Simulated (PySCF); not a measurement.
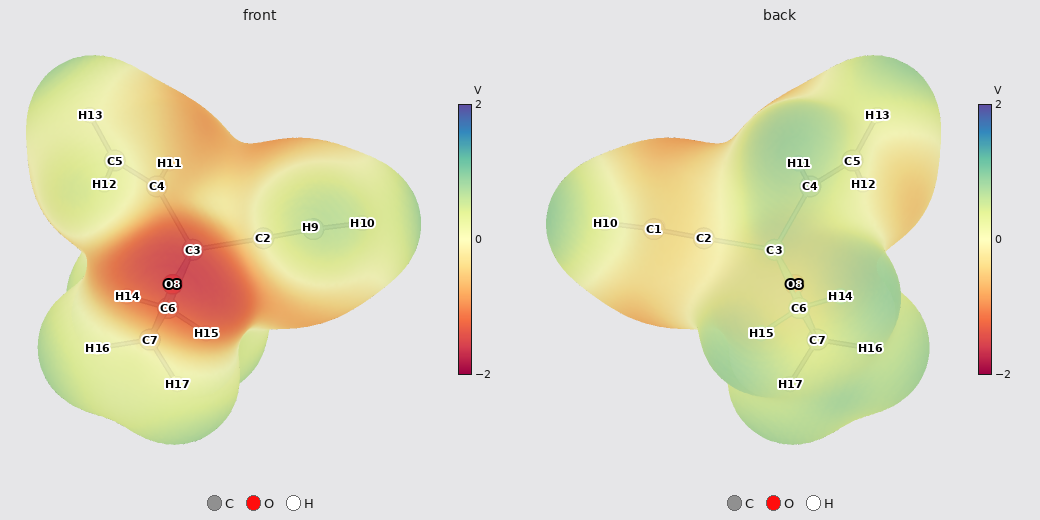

C7H9O (doublet). The electrostatic potential painted on the density surface at 0.002 e/bohr³, seen from the front and from behind; red is negative and blue positive.

Geometry: GFN2-xTB.

Theory: UKS B3LYP, pcH-1 on C H O, non-relativistic, mean-field spin-orbit, GIAO in PySCF.

```json
{"atom": "C", "x (Å)": "2.3408", "y (Å)": "-1.2695", "z (Å)": "0.2195"}
{"atom": "C", "x (Å)": "1.2957", "y (Å)": "-0.8441", "z (Å)": "-0.4116"}
{"atom": "C", "x (Å)": "0.0712", "y (Å)": "-0.0806", "z (Å)": "-0.2025"}
{"atom": "C", "x (Å)": "0.2712", "y (Å)": "1.3330", "z (Å)": "-0.6679"}
{"atom": "C", "x (Å)": "0.1243", "y (Å)": "2.3892", "z (Å)": "0.1074"}
{"atom": "C", "x (Å)": "-1.2255", "y (Å)": "-0.7521", "z (Å)": "-0.7314"}
{"atom": "C", "x (Å)": "-1.6287", "y (Å)": "-0.8283", "z (Å)": "0.7396"}
{"atom": "O", "x (Å)": "-0.4269", "y (Å)": "-0.1925", "z (Å)": "1.1616"}
{"atom": "H", "x (Å)": "2.5392", "y (Å)": "-1.0532", "z (Å)": "1.2700"}
{"atom": "H", "x (Å)": "3.0953", "y (Å)": "-1.8728", "z (Å)": "-0.2639"}
{"atom": "H", "x (Å)": "0.5485", "y (Å)": "1.4123", "z (Å)": "-1.7103"}
{"atom": "H", "x (Å)": "-0.1469", "y (Å)": "2.2773", "z (Å)": "1.1435"}
{"atom": "H", "x (Å)": "0.2725", "y (Å)": "3.3897", "z (Å)": "-0.2609"}
{"atom": "H", "x (Å)": "-1.8431", "y (Å)": "-0.1043", "z (Å)": "-1.3481"}
{"atom": "H", "x (Å)": "-1.0706", "y (Å)": "-1.7081", "z (Å)": "-1.2238"}
{"atom": "H", "x (Å)": "-2.5108", "y (Å)": "-0.2448", "z (Å)": "1.0194"}
{"atom": "H", "x (Å)": "-1.7134", "y (Å)": "-1.8393", "z (Å)": "1.1493"}
```

Describe the electrostatic potential map.

The most negative region (about −1.6 V) lies over O8, the most positive (about +0.8 V) over H10, H11, H14 and H15. O8 is the likeliest acceptor of a hydrogen bond.
